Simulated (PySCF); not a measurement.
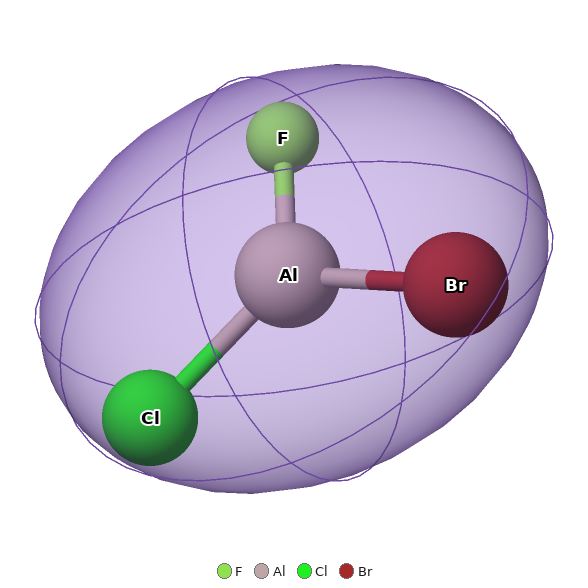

The ellipsoid shows the static dipole polarisability: its half-axes are proportional to the principal values. The geometry was computed by an optimisation with GFN2-xTB. No frequency run is at hand to confirm it as a minimum. Computed with PBE0/def2-SVPD (PySCF 2.14.0).

> How large and how anisotropic is the polarisability?

Principal values 46.4, 51.7, 68.6 bohr³; mean 55.6 bohr³ (8.23 Å³); anisotropy 20.0 bohr³, so the longest axis is 1.48 times the shortest.

The geometry is semi-empirical. Around Al, Br such bond lengths and angles can be off by a tenth of an ångström or more and by several degrees, and values that hang on the shape move with them.
